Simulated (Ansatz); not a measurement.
**CH3AlF2 (SMILES [CH3][Al]([F])[F]): HF/3-21G**

Aim: the electronic atomisation energy of CH3AlF2 at HF/3-21G, from 5 runs. 

The calculation is run with Ansatz 0.2.0.

46 further runs of the same task are left out: 46 set aside as unsound or not needed.

## 1. Starting point

CH3AlF2: 7 atoms, total charge 0, spin state singlet. SMILES: `[CH3][Al]([F])[F]`. Geometry: relaxed at PBE0-D4/def2-TZVP.

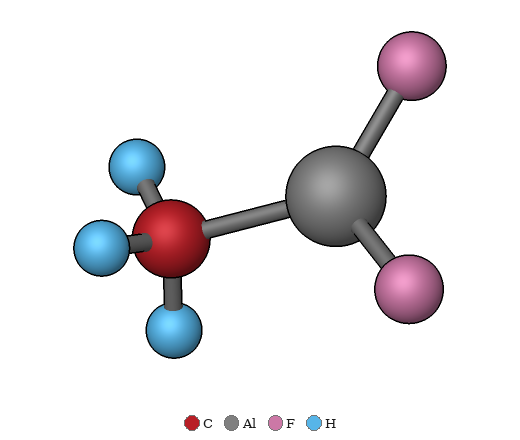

The structure, seen from a chosen angle (carbon red, aluminium grey, fluorine pink, hydrogen blue).

## 2. A single-point energy at HF/3-21G

input.yaml reads:

```yaml
crystal:
  periodic: [false, false, false]
  atoms:
    - symbol: C
      position_ang: [-0.253600, 0.825900, -0.238700]
    - symbol: Al
      position_ang: [0.293100, -0.956200, 0.245500]
    - symbol: F
      position_ang: [1.513200, -1.219500, 1.315500]
    - symbol: F
      position_ang: [-0.423400, -2.297600, -0.378600]
    - symbol: H
      position_ang: [-1.075800, 0.816000, -0.956100]
    - symbol: H
      position_ang: [-0.573400, 1.384500, 0.645100]
    - symbol: H
      position_ang: [0.581100, 1.378900, -0.678200]
basis:
  gaussian: {orbitals: 3-21G.json}
accuracy: high
output: {orbitals: {seedname: orbitals}}
hamiltonian: {xc: hf}
```

The basis set 3-21G is read from a file made from the Basis Set Exchange's data (not shown).

On the command line:

```console
$ ansatz run input.yaml --threads 1 --pin off --max-ram 3480MiB --events-out events.jsonl --progress --plain --runs-dir runs
```

Output:

```text
Warning: RAYON_NUM_THREADS=1 ignored (pool sized by the plan → 1); use --threads N
Functional definition: HF
  name "HF"
  exchange = exact_x
  correlation = 0
989 factors; integrals over basis functions are off by at most 6.1e-9 eV
mean field evaluation 1: about -13003.3730 eV, gradient 3.9e1 eV
mean field evaluation 2: about -13003.5090 eV, gradient 4.0e1 eV
mean field evaluation 4: about -13006.1462 eV, gradient 1.5e0 eV
mean field evaluation 8: about -13006.1789 eV, gradient 1.4e-4 eV
mean field -13006.17886369 eV, -477.9682573360 hartree, gradient 2.9e-8 eV, S^2 0.000000; 0 other end points of the search recorded, 0 dependent functions left out
reference -13006.17886369 eV, -477.9682573360 hartree; 20, 20 occupied and 26, 26 virtual orbitals, 989 factors
Total energy: -13006.17886369 eV, -477.9682573360 hartree
```

It took 0.44 s on 1 thread of Arm Neoverse V1, shared host; peak memory 0.095 GiB.

## 3. The Al atom, same level

in.yaml reads:

```yaml
crystal:
  periodic: [false, false, false]
  atoms:
    - {symbol: Al, position_ang: [0.000000, 0.000000, 0.000000]}
basis:
  gaussian: {orbitals: 3-21G.json}
magnetization: {spin_polarized: true, initial_magnetization: 1}
hamiltonian: {xc: hf}
accuracy: high
```

The basis set 3-21G is read from a file made from the Basis Set Exchange's data (not shown).

Run the same way, it converges to -240.55105 Eh (log not shown).

## 4. The C atom, same level

input.yaml reads:

```yaml
crystal:
  periodic: [false, false, false]
  atoms:
    - {symbol: C, position_ang: [0.000000, 0.000000, 0.000000]}
basis:
  gaussian: {orbitals: 3-21G.json}
total_charge: 0
magnetization: {spin_polarized: true, initial_magnetization: 2}
hamiltonian: {xc: hf}
accuracy: high
```

The basis set 3-21G is read from a file made from the Basis Set Exchange's data (not shown).

Run the same way, it converges to -37.48107 Eh (log not shown).

## 5. The F atom, same level

run.yaml reads:

```yaml
crystal:
  periodic: [false, false, false]
  atoms:
    - symbol: F
      position_ang: [0.000000, 0.000000, 0.000000]
basis:
  gaussian: {orbitals: 3-21G.json}
magnetization: {spin_polarized: true, initial_magnetization: 1}
hamiltonian: {xc: hf}
accuracy: high
```

The basis set 3-21G is read from a file made from the Basis Set Exchange's data (not shown).

Run the same way, it converges to -98.84501 Eh (log not shown).

## 6. The H atom at the same level

job.yaml reads:

```yaml
crystal:
  periodic: [false, false, false]
  atoms:
    - {symbol: H, position_ang: [0.000000, 0.000000, 0.000000]}
basis:
  gaussian:
    orbitals: 3-21G.json
magnetization:
  spin_polarized: true
  initial_magnetization: 1
hamiltonian:
  xc: hf
accuracy: high
```

The basis set 3-21G is read from a file made from the Basis Set Exchange's data (not shown).

Run the same way, it converges to -0.49620 Eh (log not shown).

## 7. What came out

Level: HF/3-21G.

| quantity | value |
| --- | --- |
| molecule: total energy | -477.96826 Eh |
| molecule: HOMO energy | -12.52 eV |
| molecule: LUMO energy | 2.59 eV |
| molecule: HOMO–LUMO gap | 15.10 eV |
| Al atom: total energy | -240.55105 Eh |
| Al atom: ⟨S²⟩ | 0.750 |
| C atom: total energy | -37.48107 Eh |
| C atom: ⟨S²⟩ | 2.001 |
| F atom: total energy | -98.84501 Eh |
| F atom: ⟨S²⟩ | 0.750 |
| H atom: total energy | -0.49620 Eh |
| H atom: ⟨S²⟩ | 0.750 |
| electronic atomisation energy | 20.613 eV |

In words: Taking the molecule apart into free atoms costs 20.61 eV (1989 kJ/mol), before zero-point energy and without spin-orbit coupling. Hartree–Fock lacks the correlation of the bonding pairs, which as a rule makes this value much too low; in minimal bases other errors can mask that. The basis has no polarisation functions, which makes bonds too weak.
